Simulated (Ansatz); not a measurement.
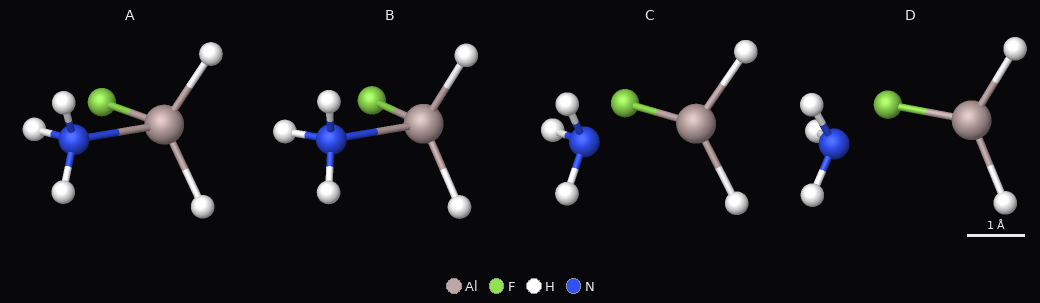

4 geometries from one relaxation of AlNH5F, in shuffled order. Style: ball-and-stick. Shown at a tilt.

The run prepares an end point of a later path (reaction) calculation, from a guessed geometry.

Theory: RKS PBE0-D4/6-31G* in Ansatz. Settings: no spin polarisation; force threshold 0.03 eV/Å; at most 50 steps.

Put them in the order of the run, from the start to the converged end.

D, C, A, B. They are steps 0, 2, 4, 8, at +1.006 eV, +0.494 eV, +0.085 eV relative to the last. Over 8 geometry steps the energy falls by 1.006 eV. The largest force component goes from 1.1 to 0.023 eV/Å. The largest move after the best rigid fit is that of an H atom, 0.70 Å. By element the largest moves are H 0.70 Å, Al 0.57 Å, N 0.48 Å, F 0.35 Å. Near-neighbour distances that change, for instance: Al–N 3.096 → 2.069 Å, Al–H 1.585 → 1.604 Å, H–N 1.036 → 1.020 Å. New bonds form, among them: Al–N (3.10 → 2.07 Å). Bond angles that change, for instance: H–Al–H 125.7° → 120.7°.
